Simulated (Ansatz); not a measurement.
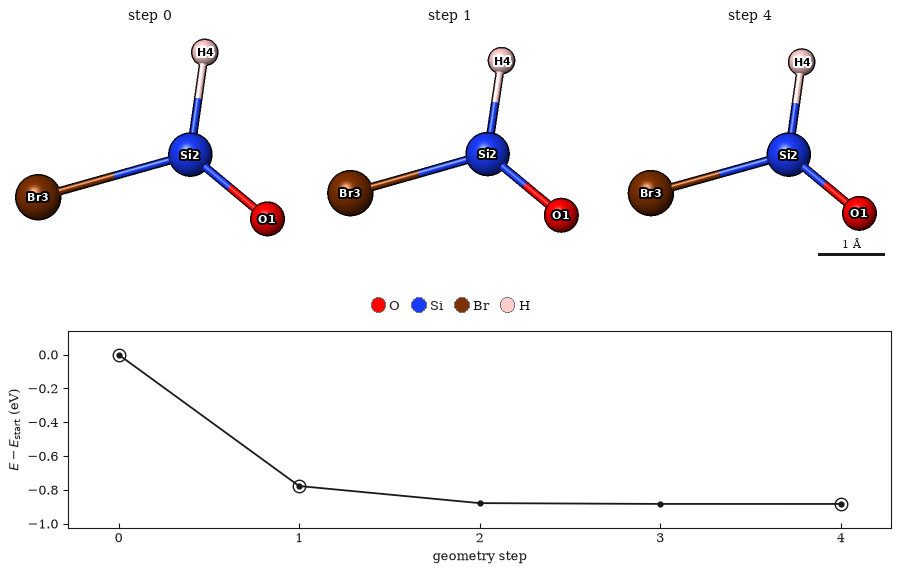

Frames of a relaxation of SiHOBr, marked on the history of the run. The picture is a ball-and-stick view, seen from a free direction.

It is one of the separated reactants of a reaction.

Computed with RKS PBE-D4/def2-SVP (Ansatz 0.2.0). (force threshold 0.03 eV/Å; at most 250 steps)

Q: What happens along the run?

A: The largest move after the best rigid fit is that of Br3, 0.21 Å. By element the largest moves are Br 0.21 Å, O 0.16 Å, H 0.16 Å, Si 0.02 Å. Near-neighbour distances that change, for instance: Si2–Br3 2.440 → 2.210 Å, Si2–H4 1.653 → 1.497 Å, O1–Si2 1.691 → 1.547 Å. The energy falls by 0.883 eV in 4 geometry steps. Largest force component: 4 eV/Å at the start, 0.011 eV/Å at the end. Cost: 4.8 s on 2 threads of Arm Neoverse V2, on a shared host. From step 0 to 1: Br3 moves most (0.20 Å), energy −0.777 eV. From step 1 to 4: O1 moves most (0.05 Å), energy −0.106 eV.

```json
{"step": "0", "E − E(0), eV": "0.0000", "largest force component, eV/Å": "4.0450"}
{"step": "1", "E − E(0), eV": "-0.7770", "largest force component, eV/Å": "2.2859"}
{"step": "2", "E − E(0), eV": "-0.8781", "largest force component, eV/Å": "0.5315"}
{"step": "3", "E − E(0), eV": "-0.8829", "largest force component, eV/Å": "0.0353"}
{"step": "4", "E − E(0), eV": "-0.8830", "largest force component, eV/Å": "0.0107"}
```
